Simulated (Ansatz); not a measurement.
Convergence study of the k-point mesh at a smearing width of 0.02 eV for Sb (R-3m, 2 atoms in the cell)

```
CELL_PARAMETERS angstrom
      3.97713    -2.16578     0.00000
      3.97713     2.16578     0.00000
      2.79774     0.00000     3.56101
ATOMIC_POSITIONS crystal
  Sb 0.23791 0.23791 0.23791
  Sb 0.76650 0.76650 0.76650
```

Method: PBEsol, PAW files made with PBE (plane waves; Ansatz, a quantum-chemistry and plane-wave program).

Base settings: basis.ecutwfc = 420 eV; kpoints.mp_grid.grid = 9 9 9; hamiltonian.xc = pbesol; hamiltonian.pseudopotentials = {kind: paw} (the program's default PAW files); scf.occupations.method = fermi_dirac; scf.occupations.width = 0.1 eV.

In this ladder: scf.occupations.width = 0.02 eV.

Only quantities that move along the ladder and can be compared are tabulated.

The count of work is k-points × plane waves × bands × iterations; it is no time. 

The starting cell has typed, rounded lattice constants, without a prior relaxation at this level. Its lattice was rescaled by up to half a per cent. One atom was moved a little off its site on purpose. Ansatz's pressure includes its estimate of the finite-basis (Pulay) stress.

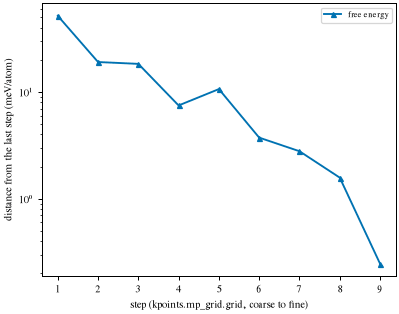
Figure: Distance from the last step along the ladder; very small values are drawn at a floor.

```tsv
kpoints.mp_grid.grid	free energy less the last step's (meV/atom)	pressure (GPa)	largest difference of a force vector from the last step's (eV/Å)	count of work / last
3 3 3	-51.69	-0.65	0.267	0.0059
4 4 4	-19.08	-1.47	0.235	0.011
5 5 5	-18.34	-1.51	0.166	0.016
6 6 6	-7.48	-1.37	0.138	0.027
7 7 7	-10.64	-1.40	0.052	0.043
8 8 8	-3.74	-1.47	0.037	0.063
10 10 10	-2.79	-1.43	0.026	0.11
12 12 12	-1.58	-1.43	0.019	0.18
18 18 18	-0.25	-1.43	0.000	0.57
22 22 22	0.00	-1.42	0.000	1.0
```

Coarsest kpoints.mp_grid.grid that holds the pressure within 0.1 GPa of the last step, with all finer ones: 4 4 4, at 0.011 of the last step's count of work; the step before is off by 0.77 GPa.

Coarsest kpoints.mp_grid.grid that holds the free energy within 0.5 meV/atom of the last step, with all finer ones: 18 18 18; the step before is off by 1.6 meV/atom.

Coarsest kpoints.mp_grid.grid that holds the forces within 0.005 eV/Å of the last step, with all finer ones: 18 18 18; the step before is off by 0.019 eV/Å.

Two neighbours can agree and both be off: 4 4 4 and 5 5 5 differ by 0.74 meV/atom in the free energy, yet lie about 18 meV/atom from the last step.

Keys are those of Ansatz 0.2.
